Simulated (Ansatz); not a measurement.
## How Pt (Fm-3m) expands on warming

Aim: the lattice, expansion, heat capacity and bulk modulus of Pt as it warms.

Calculated with Ansatz 0.2.0; DFT LDA, scalar-relativistic, plane waves, PAW; PAW set soft_1.

### 1. Set-up

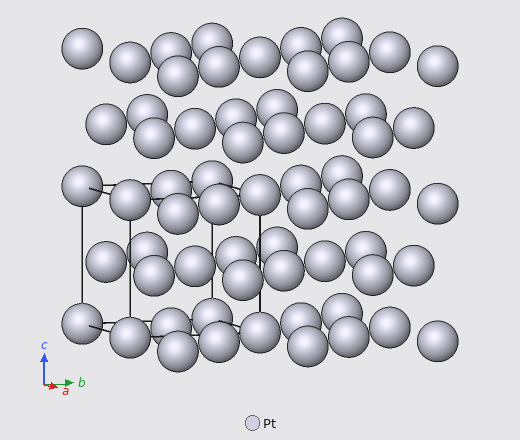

Start, viewed slightly off an axis; platinum light grey. 2×2×2 cells are drawn. This picture shows the conventional cell, with its axes. Some periodic images of atoms are drawn too.

### 2. A first coarse run

Before spending time, one coarse run tells the gap and the pressure of the starting cell.

File input.yaml:

```yaml
crystal:
  lattice:
    - [0.0, 1.9609, 1.9609]
    - [1.9609, 0.0, 1.9609]
    - [1.9609, 1.9609, 0.0]
  atoms:
    - { symbol: Pt, position: [0.0, 0.0, 0.0] }
kpoints:
  mp_grid: { grid: [8, 8, 8] }
hamiltonian:
  xc: lda
  pseudopotentials: { kind: paw, azcp: { folder: soft_1 }, xc_functional: pbe }
scf:
  occupations: { method: gaussian, width: 0.1 }
  lower_state_search: "off"
output:
  forces: true
  stress: true
  eigenvalues: true
```

Launch:

```
$ ansatz run input.yaml --threads 8 --pin off --max-ram 16384MiB --backend cpu --events-out ev --progress --plain --runs-dir out
```

Numbers of over 12 decimals in the logs are rounded to 6 here.

The program printed:

```text
Engine: ansatz 0.2.0, aarch64-unknown-linux-gnu
Pseudopotentials: kind: paw
Pseudopotential: Pt, paw, valence charge 18, recommended cutoff 420 eV (normal), soft_1/Pt.paw.azcp
Functional definition: SPW92
  exchange = slater_x
  correlation = pw_c
Crystal: 1 atoms, lattice volume = 15.080 Å³
Basis set: ecut = 420 eV, 283 PW (Γ)
Bands: 13, of which v1, the nominal top of the filled ones, is band 9 counted from 1 (8 counted from 0)
Symmetry: 48 space group operations
Space group: Fm-3m (ITA 225), of the structure as read, at distance tolerance 2.5e-5 Å
k-points: 29 of 512
Non-local potential: Pt, projectors of the file, l = 0: 3, l = 1: 2, l = 2: 2, l = 3: 1
PAW form: soft (Blöchl's): semilocal exchange-correlation on the pseudo side does not see the compensation charge
PAW frozen core: Pt, regenerated for the run's functional, and the local potential with it (the file was generated under x = pbe(κ = 0.804, μ = 0.219515), c = pbe(β = 0.066725))
PAW one-centre angular grid: Pt, 590 points (default); XC on 64 Gauss nodes
Initial density: superposition of atomic densities (chi_scale 0.1, normalization cell)
Initial wavefunctions: pseudopotential atomic-orbital guess
Functional: x = slater, c = lda
SCF iter   1: F=—  HF=-12246.710561 eV  |F-HF|=—  |Δ(HF+E_count)|=         —  Δρ=9.46e-2  dr2=1.26e0  ethr=3.10e-3  ⟨swp⟩=5.0  Hψ=1932  notcnv=0
preconditioner: auto → none  [metal: Δε(μ)=0.054 eV  Ē_g=13.912 eV  σ=0.100 eV  W_gap=0.30  n_scr=8 (ndim 8)  ℏωp=30.2 eV  f_vac=0.000  D(μ)=1.48/eV (n_scr^D=14)  sad-step TF]
SCF iter   2: F=—  HF=-12246.343699 eV  |F-HF|=—  |Δ(HF+E_count)|=   3.67e-1  Δρ=4.33e-2  dr2=2.48e-1  ethr=3.10e-3  ⟨swp⟩=2.4  Hψ=764  notcnv=0  defer=4
SCF iter   3: F=—  HF=-12246.261730 eV  |F-HF|=—  |Δ(HF+E_count)|=   8.20e-2  Δρ=4.72e-3  dr2=1.23e-3  ethr=1.38e-3  ⟨swp⟩=2.0  Hψ=617  notcnv=0  defer=4
SCF iter   4: F=—  HF=-12246.262546 eV  |F-HF|=—  |Δ(HF+E_count)|=   8.15e-4  Δρ=1.54e-4  dr2=1.85e-6  ethr=6.84e-6  ⟨swp⟩=2.3  Hψ=636  notcnv=0  defer=4
SCF iter   5: F=—  HF=-12246.262548 eV  |F-HF|=—  |Δ(HF+E_count)|=   2.44e-6  Δρ=6.02e-5  dr2=4.48e-7  ethr=5.56e-10  ⟨swp⟩=6.4  Hψ=1881  notcnv=0
SCF iter   6: F=-12246.262548 eV  HF=-12246.262548 eV  |F-HF|=4.73e-9  |Δ(HF+E_count)|=   1.41e-7  Δρ=6.43e-6  dr2=5.52e-9  ethr=5.56e-10  ⟨swp⟩=3.1  Hψ=1419  notcnv=0
SCF 1 converged in 6 iterations: F = -12246.262548 eV  dr2 = 5.52e-9
  greatest PAW one-centre occupation: 1.000 electrons in one spin orbital (limit 2), on the Pt atom at site 0 (counted from 0), in its partial waves of l = 0
SCF converged after 6 iterations
Free energy (F): -12246.262548 eV
Harris-Foulkes:  -12246.262548 eV  (|F-HF|=4.73e-9)
Internal energy: -12246.253655 eV  (E = F + TS)
E sigma→0 (E₀):  -12246.258101 eV
Entropy (-TS):   -0.008893 eV (-8.893 meV/atom)
Fermi energy:    22.968227 eV
--- Per-component energies (eV) ---
  E_band       = -136.249636
  E_kinetic    = 596.878914
  E_local      = -1429.825738  (includes V_loc(G=0)·N_el)
  E_nonlocal   = 210.875662
  E_hartree    = 540.401510
  E_xc         = -231.171337
  E_vxc        = -271.300153  (∫ρ·V_xc dr)
  E_paw        = -9206.736321  (= ΣΔE_a)
  E_vpaw       = -323.685942  (= ΣTr[D̂ρ^β])
  E_aug_tail   = 0.001091  (compensation charges beyond the density's cutoff)
  E_ewald      = -2727.141345
  E_core_change = 0.463908  (= ΣΔE_core)
  E_smearing   = -0.008893  (= −TS)
  E_closure    = 0.000000  (closes the sum)
  Σ components = -12246.262548   (vs F -12246.262548, Δ=0.00e0)
--- Forces (eV/Å), atoms counted from 1 ---
  atom   1  Pt    -0.00000000    -0.00000000     0.00000000
  max |Σ_I F_I| component: 1.64e-31 eV/Å
--- Stress (GPa, compression-positive) ---
       -6.859090       0.000000      -0.000000
        0.000000      -6.859090      -0.000000
       -0.000000      -0.000000      -6.859090
  P = ⅓ Tr σ = -6.8591 GPa (-68.591 kbar)
--- Band table (eV; the first three rows and the last of 29) ---
  k-point 0: bands = [... 5 lower, 19.1846, 19.1846, 19.1846, 21.3720, 21.3720, 37.6925, 42.5681, 42.5681]
  k-point 1: bands = [... 5 lower, 18.9444, 19.4057, 19.4057, 21.2710, 21.2710, 38.5749, 40.1347, 43.4934]
  k-point 2: bands = [... 5 lower, 18.8423, 19.5661, 19.5661, 21.5470, 21.5470, 36.2990, 39.4089, 45.5481]
  k-point 28: bands = [... 5 lower, 18.4295, 18.4295, 20.9932, 23.4949, 30.0210, 31.2718, 31.2718, 35.0856]
```

The job ended after 0.7 s (8 threads of Arm Neoverse V2, shared host; peak memory 0.25 GiB).

The column dr2 measures how far the density is from self-consistency, as an energy; F and HF (Harris–Foulkes) agree once it is small.

This step gave:

```
pressure          : -6.859 GPa
volume per atom   : 15.08 Å³/atom
gap on the k-mesh : 0 eV
```

The start is under -6.9 GPa at this level and looks like a metal on this mesh.

### 3. Relaxation

Phonons are second derivatives about a minimum, so cell and atoms are relaxed first, inside the symmetry of the start.

input.yaml, the sections that differ from step 2:

```yaml
kpoints:
  mp_grid: { grid: [18, 18, 18] }
output:
  forces: true
  stress: true
  eigenvalues: true
  write_density: true
  write_potential: true
  elf: true
  volumetric_format: npy
relax:
  adjacent_minimum: "off"
  f_tol: 0.005
  max_steps: 80
  cell: { stress_tol: 0.05 }
# crystal, hamiltonian, scf: as in step 2
```

The program printed:

```text
[...]
Crystal: 1 atoms, lattice volume = 15.080 Å³
Basis set: ecut = 420 eV, 283 PW (Γ)
Bands: 13, of which v1, the nominal top of the filled ones, is band 9 counted from 1 (8 counted from 0)
Symmetry: 48 space group operations
[...]
k-points: 195 of 5832
[...]
SCF iter   1: F=—  HF=-12246.701814 eV  |F-HF|=—  |Δ(HF+E_count)|=         —  Δρ=9.35e-2  dr2=1.23e0  ethr=3.10e-3  ⟨swp⟩=4.9  Hψ=12991  notcnv=0
[...]
SCF iter   6: F=-12246.271705 eV  HF=-12246.271705 eV  |F-HF|=3.85e-9  |Δ(HF+E_count)|=   2.97e-7  Δρ=5.69e-6  dr2=4.44e-9  ethr=5.56e-10  ⟨swp⟩=5.1  Hψ=14220  notcnv=0
SCF 1 converged in 6 iterations: F = -12246.271705 eV  dr2 = 4.44e-9
[...]
relax step   1: F+E_penalty+E_count = -12246.27170481 eV  Δ(F+E_penalty+E_count) = +0.000e0 eV  max|allowed force component| = 0.000e0 eV/Å  Δτ_max = 0.0000 Å  P = -6.276 GPa  Ω = 15.080 Å³  (6 SCF iters, dr2 threshold 1.00e-7 eV, accepted)
Crystal: 1 atoms, lattice volume = 14.170 Å³
[...]
iter 1 solved again at ethr=7.21e-6 eV; its pass at ethr=3.10e-3 eV (dr2=1.30e-3 eV) is discarded
[...]
SCF iter   5: F=-12246.254088 eV  HF=-12246.254088 eV  |F-HF|=5.64e-10  |Δ(HF+E_count)|=   4.81e-8  Δρ=3.44e-6  dr2=6.12e-10  ethr=5.56e-10  ⟨swp⟩=7.2  Hψ=13720  notcnv=0
SCF 2 converged in 5 iterations: F = -12246.254088 eV  dr2 = 6.12e-10
relax step   2: F+E_penalty+E_count = -12246.25408809 eV  Δ(F+E_penalty+E_count) = +1.762e-2 eV  max|allowed force component| = 0.000e0 eV/Å  Δτ_max = 0.0000 Å  P = +13.887 GPa  Ω = 14.170 Å³  energy of the carried Pulay correction = +2.878e-4 eV  (5 SCF iters, dr2 threshold 1.00e-7 eV, rejected (line search))
Crystal: 1 atoms, lattice volume = 14.784 Å³
[...]
SCF iter   6: F=-12246.278224 eV  HF=-12246.278224 eV  |F-HF|=3.64e-12  |Δ(HF+E_count)|=  1.82e-11  Δρ=1.32e-7  dr2=1.64e-12  ethr=1.00e-12  ⟨swp⟩=5.3  Hψ=9928  notcnv=0
SCF 3 converged in 6 iterations: F = -12246.278224 eV  dr2 = 1.64e-12
relax step   3: F+E_penalty+E_count = -12246.27822400 eV  Δ(F+E_penalty+E_count) = -6.519e-3 eV  max|allowed force component| = 0.000e0 eV/Å  Δτ_max = 0.0000 Å  P = -0.569 GPa  Ω = 14.784 Å³  energy of the carried Pulay correction = +9.155e-5 eV  (6 SCF iters, accepted)
[...]
relax step   4: F+E_penalty+E_count = -12246.27828194 eV  Δ(F+E_penalty+E_count) = -5.794e-5 eV  max|allowed force component| = 0.000e0 eV/Å  Δτ_max = 0.0000 Å  P = +0.029 GPa  Ω = 14.755 Å³  energy of the carried Pulay correction = +1.006e-4 eV  (3 SCF iters, dr2 threshold 1.00e-7 eV, accepted)
[...]
SCF iter   5: F=-12246.278169 eV  HF=-12246.278169 eV  |F-HF|=7.28e-12  |Δ(HF+E_count)|=  1.27e-11  Δρ=8.06e-8  dr2=2.11e-13  ethr=1.00e-12  ⟨swp⟩=4.0  Hψ=8480  notcnv=0
SCF 5 converged in 5 iterations: F = -12246.278169 eV  dr2 = 2.11e-13
relax step   5: F+E_penalty+E_count = -12246.27816946 eV  Δ(F+E_penalty+E_count) = +1.125e-4 eV  max|allowed force component| = 0.000e0 eV/Å  Δτ_max = 0.0000 Å  P = +0.037 GPa  Ω = 14.755 Å³  stress off target by 3.72e-2 GPa  SCF on the basis re-selected at this cell (its energy is not comparable with the rows above)  (5 SCF iters)
basis re-selected at this cell: Δ(F+E_penalty+E_count) = +1.125e-4 eV, ΔP = +0.009 GPa vs the last step (what re-selecting the basis moved, of the pressure what is left beyond the Pulay correction that the steps carried, after the strain that the cell walked since its last selection, with what the two solves' SCF thresholds leave and, on support functions, any second-order correction that the steps lacked; it is no measure of the basis error at this ecutwfc). This SCF's stress stands 3.72e-2 GPa from its target on what of the cell is left free (relax.cell.stress_tol is 5.00e-2 GPa) and its largest allowed force component is 0.00e0 eV/Å (relax.f_tol is 5.00e-3 eV/Å): [rest of the remark cut]
SCF converged after 5 iterations
Free energy (F): -12246.278169 eV
[...]
Internal energy: -12246.267856 eV  (E = F + TS)
E sigma→0 (E₀):  -12246.273013 eV
Entropy (-TS):   -0.010313 eV (-10.313 meV/atom)
Fermi energy:    23.722118 eV
[...]
--- Stress (GPa, compression-positive) ---
        0.037172      -0.000000      -0.000000
       -0.000000       0.037172      -0.000000
       -0.000000      -0.000000       0.037172
  P = ⅓ Tr σ = 0.0372 GPa (0.372 kbar)
--- Band table (eV; the first three rows and the last of 195) ---
  k-point 0: bands = [... 5 lower, 19.7580, 19.7580, 19.7580, 22.0294, 22.0294, 38.3129, 43.3122, 43.3122]
  k-point 1: bands = [... 5 lower, 19.6998, 19.8099, 19.8099, 21.9996, 21.9996, 38.5133, 42.6509, 43.5083]
  k-point 2: bands = [... 5 lower, 19.5506, 19.9459, 19.9459, 21.9357, 21.9357, 39.0613, 41.2627, 44.0788]
  k-point 194: bands = [... 5 lower, 18.5313, 19.4582, 21.7116, 24.2371, 30.9058, 31.3637, 32.7391, 35.9709]
--- Relaxed structure (4 steps of the walk, 3 accepted, 1 SCFs on fresh bases) ---
  F+E_penalty+E_count = -12246.27816946 eV   max|allowed force component| = 0.000e0 eV/Å   (the final SCF, on the basis selected at the relaxed cell)
  cell:  # Å, volume = 14.7553 Å³
    - [0, 1.946733, 1.946733]
    - [1.946733, 0, 1.946733]
    - [1.946733, 1.946733, 0]
  atoms:
    - { symbol: Pt, position: [0.0, 0.0, 0.0] }
```

Elapsed: 1.7 s, on 8 threads; peak memory 0.32 GiB; 10 s of CPU time.

Step by step:

```tsv
step	energy less that of the first step (eV)	largest force component (eV/Å)	pressure (GPa)	volume (Å³)
1	0.0000	0.0000	-6.28	15.08
2	0.0176	0.0000	13.89	14.17
3	-0.0065	0.0000	-0.57	14.78
4	-0.0066	0.0000	0.03	14.76
5*	-0.0065	0.0000	0.04	14.76
```

Relaxation steps marked * repeat the geometry before them on a plane-wave basis chosen anew for their cell, so energy and pressure can jump there. Relaxation step 2 was tried and not accepted.

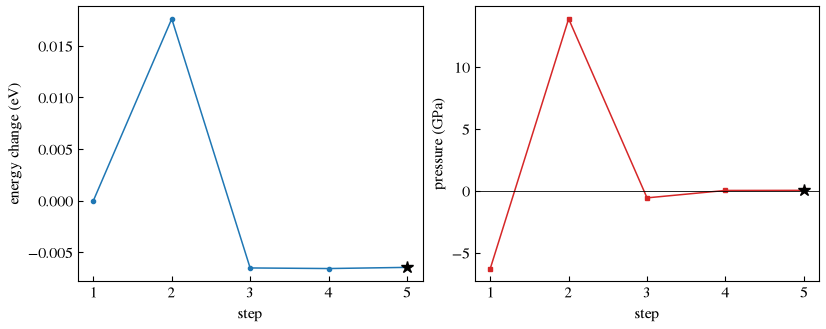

Energy and pressure along the relaxation. Stars mark steps on a basis chosen anew.

```tsv
conventional cell, symmetrised	before	after	change
a (Å)	3.922	3.893	-0.7 %
b (Å)	3.922	3.893	-0.7 %
c (Å)	3.922	3.893	-0.7 %
volume (Å³/atom)	15.08	14.76	-2.2 %
```

Final coordinates:

```xyz
1
Lattice="0.0000 1.9467 1.9467 1.9467 0.0000 1.9467 1.9467 1.9467 0.0000" Properties=species:S:1:pos:R:3 pbc="T T T"
Pt    0.0000    0.0000    0.0000
```

Numbers from this step:

* pressure: 0.03717 GPa
* volume per atom: 14.76 Å³/atom

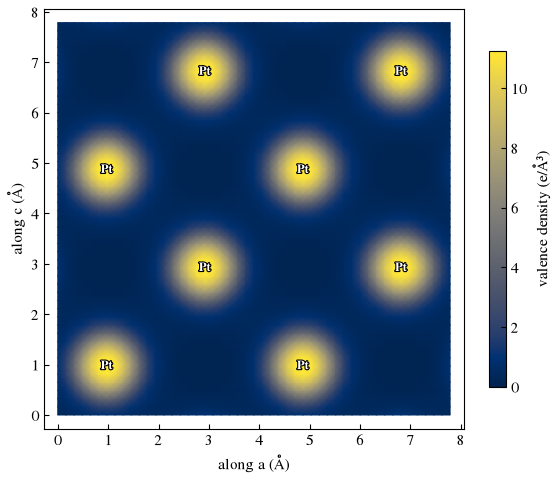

Valence density in the ac plane of the conventional cell at fractional y = 0.000, with atoms of Pt within 0.2 Å of it. It is the smooth field of the valence electrons, not physical close to the nuclei. The map starts off the cell's origin, so that atoms lie inside it.

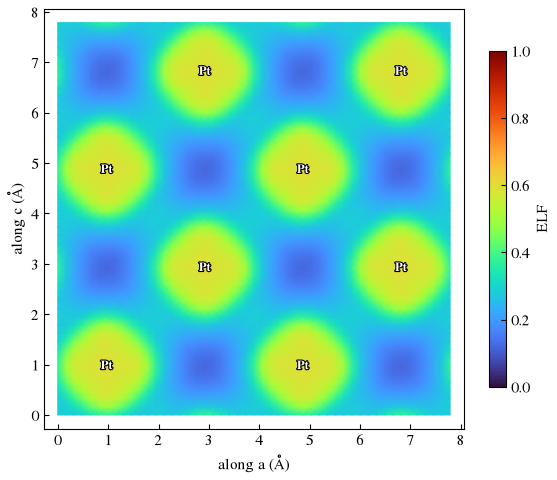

ELF in the ac plane of the conventional cell at fractional y = 0.000, with atoms of Pt within 0.2 Å of it. It is the smooth field of the valence electrons, not physical close to the nuclei. The map starts off the cell's origin, so that atoms lie inside it.

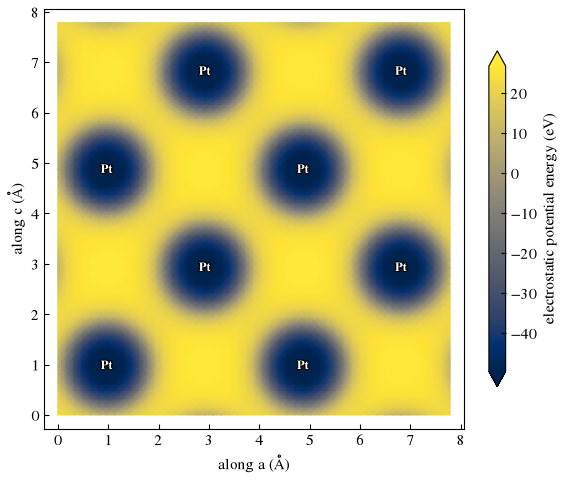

Electrostatic potential energy in the ac plane of the conventional cell at fractional y = 0.000, with atoms of Pt within 0.2 Å of it. With pseudopotentials it is smooth inside the atoms' cores, unlike the true potential. The map starts off the cell's origin, so that atoms lie inside it.

The relaxation ends with a pressure of 0.04 GPa.

### 4. Relaxing to small residual forces and stress

The thresholds are tightened for a last relaxation ahead of the phonons, and where mesh or smearing change with them the cell follows.

File input.yaml:

```yaml
crystal:
  lattice:
    - [0.0, 1.9467334241, 1.9467334241]
    - [1.9467334241, 0.0, 1.9467334241]
    - [1.9467334241, 1.9467334241, 0.0]
  atoms:
    - { symbol: Pt, position: [0.0, 0.0, 0.0] }
kpoints:
  mp_grid: { grid: [20, 20, 20] }
hamiltonian:
  xc: lda
  pseudopotentials: { kind: paw, azcp: { folder: soft_1 }, xc_functional: pbe }
scf:
  occupations: { method: methfessel_paxton, width: 0.2 }
  lower_state_search: "off"
output:
  forces: true
  stress: true
  eigenvalues: true
relax:
  adjacent_minimum: "off"
  f_tol: 0.001
  max_steps: 60
  cell: { stress_tol: 0.01 }
```

The program printed:

```text
[...]
Crystal: 1 atoms, lattice volume = 14.755 Å³
Basis set: ecut = 420 eV, 283 PW (Γ)
Bands: 13, of which v1, the nominal top of the filled ones, is band 9 counted from 1 (8 counted from 0)
Symmetry: 48 space group operations
[...]
k-points: 256 of 8000
[...]
k-point 2: bands = [... 5 lower, 19.5898, 19.9195, 19.9195, 21.9548, 21.9548, 38.9319, 41.5667, 43.9395]
  k-point 255: bands = [... 5 lower, 18.9760, 18.9760, 21.6291, 24.2440, 30.8799, 32.0847, 32.0847, 35.9818]
--- Relaxed structure (3 steps of the walk, 2 accepted, 1 SCFs on fresh bases) ---
[...]
cell:  # Å, volume = 14.7543 Å³
    - [0, 1.946689, 1.946689]
    - [1.946689, 0, 1.946689]
    - [1.946689, 1.946689, 0]
  atoms:
    - { symbol: Pt, position: [0.0, 0.0, 0.0] }
[key lines of the parts left out:]
SCF converged after 5 iterations
Free energy (F): -12246.277518 eV
Fermi energy:    23.729113 eV
P = ⅓ Tr σ = 0.0003 GPa (0.003 kbar)
```

The job ended after 1.6 s (8 threads; peak memory 0.34 GiB; 9.5 s of CPU time).

Little changed from the start: no atom moved by 0.005 Å and no cell edge by 0.1 %.

Numbers from this step:

```
pressure        : 3.04e-4 GPa
volume per atom : 14.75 Å³/atom
```

The residual pressure is 3.0e-4 GPa, small enough for phonons.

(Continued in part 2 of 2.)

[Logs are printed without paths, hosts, clocks, repeated set-up lines and the standing remarks that a program may print on its own settings, such as how far it seeks lower states.]

[Hosts, paths, dates, database ids (printed as entryN), source tags and the programs' standing remarks are cut or masked in the printed files.]

[A step with changed settings may run another functional than the one named; its input shows which.]
